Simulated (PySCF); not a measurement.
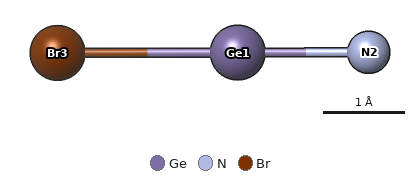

Figure 1. The input geometry (ball-and-stick view, seen on its broad side; atoms are numbered from 1 in the order of the input). Sticks mark near contacts. Bond lengths as drawn: Br–Ge 2.25 Å and Ge–N 1.64 Å.

## Frequency calculation, with input and output: GeNBr

System: GeNBr.
Method: RKS-based PBE0, Ge def2-TZVP, N def2-TZVP, Br def2-TZVP; non-relativistic Hamiltonian; density fitting (PySCF 2.14.0).

What the program printed
```
init E= -4705.22436343606
  HOMO = -0.283592880658347  LUMO = -0.12561724726843  gap/eV = 4.29874
cycle= 1 E= -4705.22436343567  delta_E= 3.88e-10  |g|= 4.13e-05  |ddm|= 3.5e-05
  HOMO = -0.283604817982887  LUMO = -0.125620529408216  gap/eV = 4.29897
cycle= 2 E= -4705.22436342801  delta_E= 7.67e-09  |g|= 0.000178  |ddm|= 0.000145
  HOMO = -0.283595579455117  LUMO = -0.125618045097259  gap/eV = 4.29879
cycle= 3 E= -4705.22436343609  delta_E= -8.08e-09  |g|= 6.48e-06  |ddm|= 0.000117
  HOMO = -0.283595289103715  LUMO = -0.125617924555705  gap/eV = 4.29878
cycle= 4 E= -4705.22436343613  delta_E= -3.73e-11  |g|= 9.82e-08  |ddm|= 4.66e-06
  HOMO = -0.283595308625178  LUMO = -0.125617941417957  gap/eV = 4.29878
Extra cycle  E= -4705.2243634361  delta_E= 3e-11  |g|= 1.62e-07  |ddm|= 1.64e-07
converged SCF energy = -4705.2243634361
```

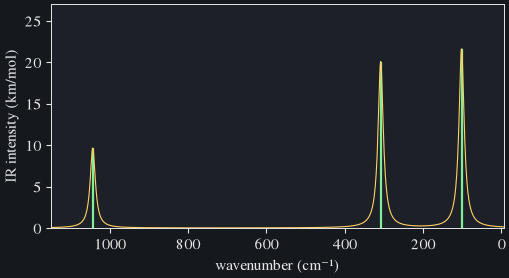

Figure 2. Harmonic infrared spectrum, unscaled: sticks (degenerate modes added up, dark ones marked on the axis) with a Lorentzian envelope of 16 cm⁻¹ full width, scaled to the tallest stick. 4 modes from 102 to 1043 cm⁻¹, none imaginary. The strongest line is at 102 cm⁻¹ (22 km/mol). All modes, in cm⁻¹ (km/mol): 102 (10.8), 102 (10.8), 308 (20.0), 1043 (9.6).

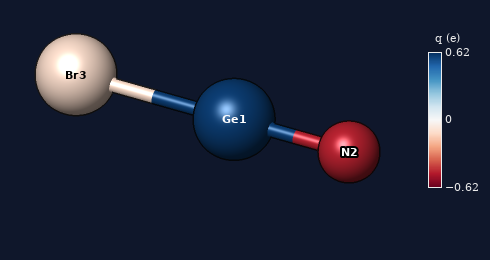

Figure 3. Mulliken charges, as the colour of each atom (ball-and-stick view, seen at a tilt; atoms are numbered from 1 in the order of the input). By element: Ge +0.59, N −0.48 and Br −0.11 e.

The run was set up as follows.

Input file
```python
from pyscf import gto, scf, dft
mol = gto.M(atom='''
Ge     0.000000    -0.000000    -0.928384
N      0.000000     0.000000    -2.565716
Br    -0.000000     0.000000     1.324714''',
    basis={'Ge': 'def2-TZVP', 'N': 'def2-TZVP', 'Br': 'def2-TZVP'},
    charge=0, spin=0)
mf = dft.RKS(mol, xc='PBE0')
mf.grids.atom_grid = (75, 302)
aux = {'Ge': 'def2-universal-JKFIT', 'N': 'def2-universal-JKFIT', 'Br': 'def2-universal-JKFIT'}
mf = mf.density_fit(auxbasis=aux)
mf.conv_tol = 1e-09
mf.diis_space = 10
mf.max_cycle = 60
mf.verbose = 4
mf.kernel()
```

The script is an equivalent of the set-up of the self-consistent field. The run itself was carried out by a driver, which started from the orbitals of the step before it where there was one and computed the further properties.

Launched with:
```bash
OMP_NUM_THREADS=4 python axn.py task.json out
```

Results in brief

```csv
quantity,value
outcome,converged
total energy,−4705.224363 hartree
HOMO,−7.72 eV
LUMO,−3.42 eV
zero-point energy,0.003543 hartree
dipole moment,3.95 D
"wavenumbers, lowest and highest",102 and 1043 cm⁻¹
hardware,"4 threads of Arm Neoverse N1, 24 GiB of memory available, shared host"
wall time,39 s (CPU time 2 min)
peak memory,1.1 GiB
```
